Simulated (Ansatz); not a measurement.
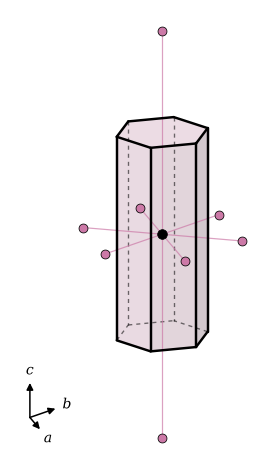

The Wigner–Seitz cell of the crystal's lattice, with lines to the lattice points that define its faces. Crystal: Li₂AlH₅, the geometry relaxed with DFT PBE, scalar-relativistic, plane waves, PAW (Ansatz 0.2.0); the starting structure was generated, so it need not be a known form of this composition. The drawing is computed from the coordinates (standard cell, symmetry found to 0.002 Å).

a = 3.083 Å, b = 3.083 Å, c = 8.142 Å, α = 90.00°, β = 90.00°, γ = 120.00°; lattice centring P.

### Which of Fedorov's five parallelohedra is it?

A hexagonal prism: 8 faces (6 with 4 edges, 2 with 6 edges), 18 edges, 12 vertices. Its volume is that of the primitive cell, 67.0 Å³.

### Which lattice vectors do the faces bisect?

| example | length (Å) | faces | edges of each | area (Å²) |
| --- | --- | --- | --- | --- |
| a + b | 3.08 | 6 | 4 | 14.5 |
| c | 8.14 | 2 | 6 | 8.2 |
